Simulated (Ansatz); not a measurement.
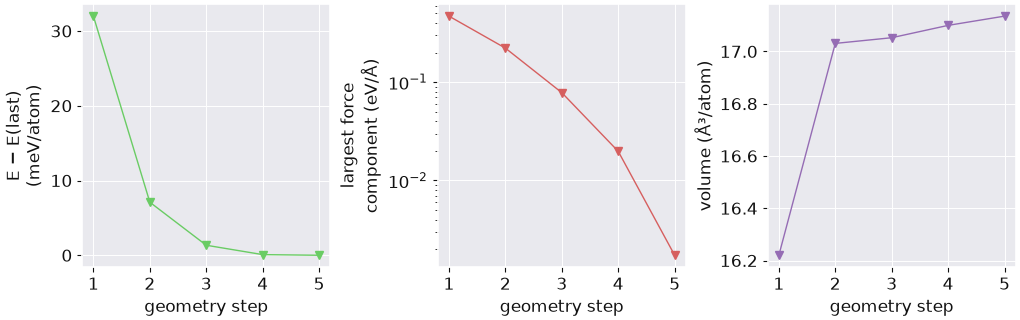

History of a geometry optimisation. Atoms and cell relax. A closing SCF on a freshly chosen basis isn't drawn.

```
crystal:
  lattice:
    - [-3.262985, 3.262985, 2.666002]
    - [3.262985, -3.262985, 2.666002]
    - [3.262985, 3.262985, -2.666002]
  atoms:
    - { symbol: Li, position: [0.0, 0.0, 0.0] }
    - { symbol: Ga, position: [0.303, 0.303, 0.606] }
    - { symbol: Ga, position: [0.303, 0.697, 0.0] }
    - { symbol: Ga, position: [0.697, 0.697, 0.394] }
    - { symbol: Ga, position: [0.697, 0.303, 0.0] }
    - { symbol: Ti, position: [0.75, 0.25, 0.5] }
    - { symbol: Ti, position: [0.25, 0.75, 0.5] }
  symmetry: { tolerance: 0.0003 }
kpoints:
  mp_grid: { grid: [4, 4, 4], shift: [0, 0, 0] }
magnetization:
  spin_polarized: false
scf:
  occupations: { method: fermi_dirac }
  algorithm: density_mixing
hamiltonian:
  pseudopotentials: { kind: paw }
  xc: pbe
basis:
  ecutwfc: 420
output:
  forces: true
  stress: true
  eigenvalues: true
relax:
  max_steps: 40
  cell: {}
accuracy: low
```

Command:
```bash
ansatz run input.yaml --threads 1 --pin off --max-ram 2560MiB --backend cpu --events-out ev --progress --plain --runs-dir out
```

How did it end, and what did it gain?

Answer. The optimisation met its thresholds at geometry 5, counting the start as the first. The energy fell by about 32 meV/atom from the first step to the last. The largest force component goes from about 0.47 eV/Å at the start to 1.7 × 10⁻³ eV/Å at the end.

What happens to the cell?

Answer. The volume grows from 16.22 to 17.14 Å³ per atom (+5.6 %). The start was compressed.

Is anything amiss with this input?

Answer. Its settings were drawn outside the usual range, so the numbers aren't converged properties of the system.
